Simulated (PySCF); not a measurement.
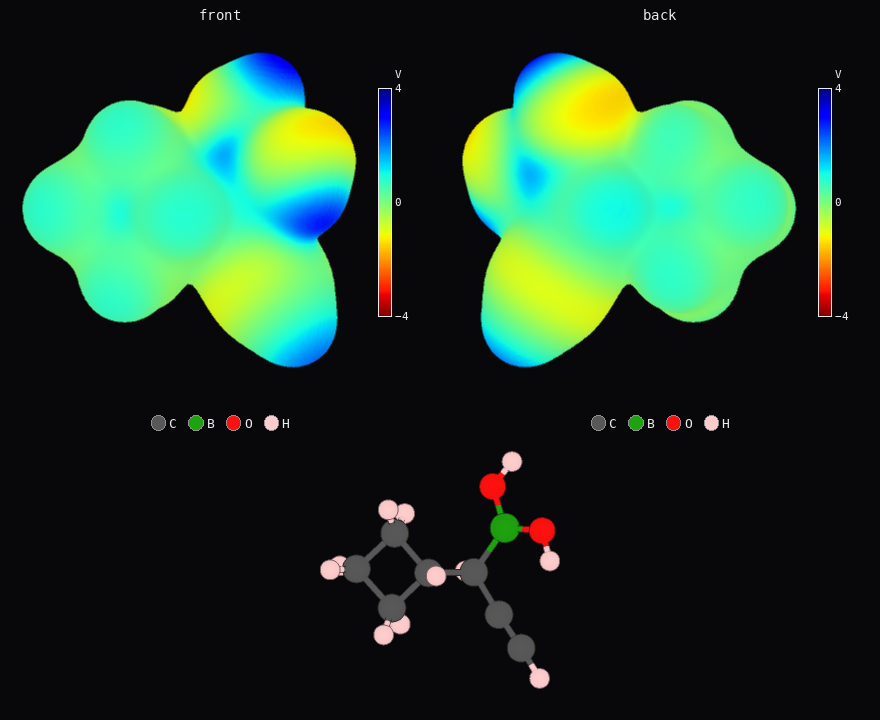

Figure 1: C₇H₁₁BO₂. The electrostatic potential painted on the density surface at 0.004 e/bohr³, seen from the front and from behind; the colour scale runs from red (negative) to blue (positive). The bare structure is drawn below in the same view.

Geometry: GFN2-xTB.

Theory: PBE0/pcSseg-1, SCF density, gas phase, non-relativistic (PySCF).

```tsv
atom	x (Å)	y (Å)	z (Å)
C	2.5593	-1.8808	0.5019
C	1.7572	-1.0834	0.1063
C	0.8288	-0.0459	-0.2963
B	1.4993	1.4183	-0.1283
O	0.9440	2.4563	-0.7816
O	2.5878	1.6403	0.6513
C	-0.4593	-0.1629	0.5347
C	-1.6226	0.7451	0.1001
C	-2.5429	-0.4822	0.0127
C	-1.3358	-1.4000	0.2590
H	3.2348	-2.6207	0.8127
H	0.5643	-0.2068	-1.3470
H	1.3769	3.2969	-0.6262
H	2.9591	0.8638	1.0721
H	-0.2150	-0.0566	1.5941
H	-1.4399	1.2280	-0.8566
H	-1.9157	1.5043	0.8219
H	-3.2849	-0.5234	0.8076
H	-3.0464	-0.6213	-0.9417
H	-1.4343	-2.0958	1.0900
H	-1.0238	-1.9562	-0.6230
```

Q: Describe the electrostatic potential map.

A: The most negative region (about −1.4 V) lies over O5 and O6, the most positive (about +3.0 V) over H13.

Q: What dipole moment does the calculation give?

A: Its dipole moment is 0.75 D.
